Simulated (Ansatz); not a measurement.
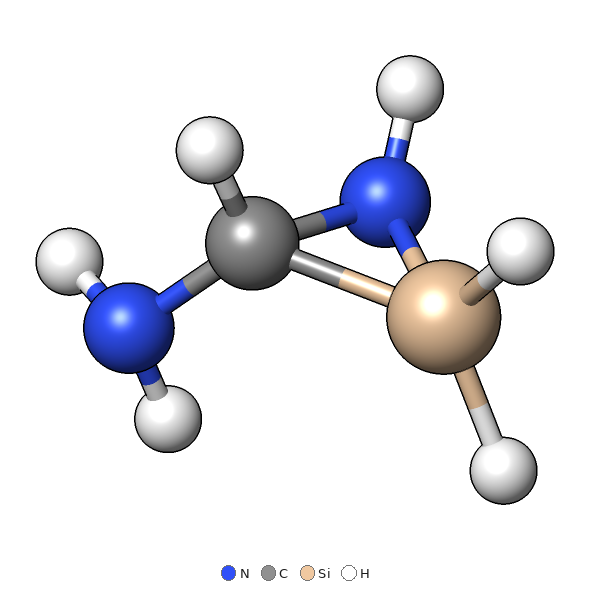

Figure made from data computed with Ansatz.

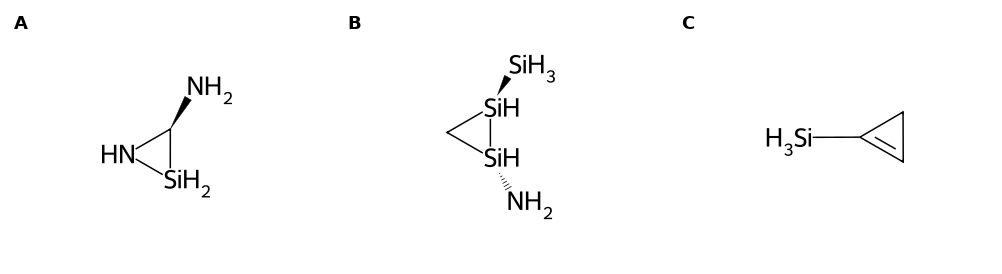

**Which structural formula matches the 3D model?**

A, `N[C@@H]1N[SiH2]1`.
